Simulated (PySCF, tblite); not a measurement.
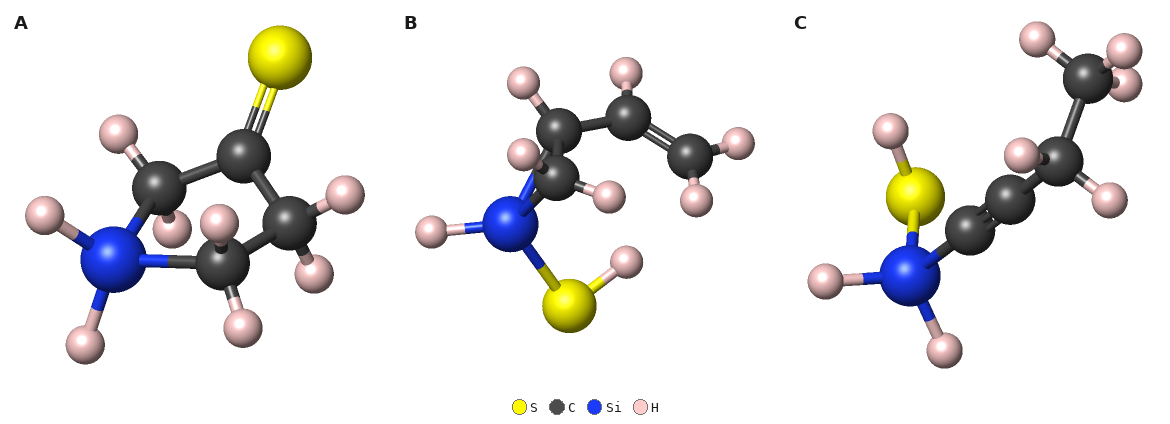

Figure made from data computed with PySCF and tblite.

```xyz
14
charge 0, multiplicity 1
C    -2.1275    1.1618   -0.3024
C    -1.8684   -0.3369   -0.1387
C    -0.4588   -0.6065    0.0477
C     0.7203   -0.8124    0.1983
Si    2.5233   -1.0871    0.4385
S     3.4887    0.8457    0.5578
H    -1.7848    1.7036    0.5762
H    -1.5971    1.5464   -1.1707
H    -3.1915    1.3451   -0.4336
H    -2.4165   -0.7185    0.7279
H    -2.2161   -0.8768   -1.0248
H     3.0842   -1.7848   -0.7155
H     2.8272   -1.6963    1.7236
H     3.0162    1.3163   -0.5861
```

Which panel shows the molecule in this file?

C. The file holds C4H8SSi, `CCC#C[SiH2]S`.
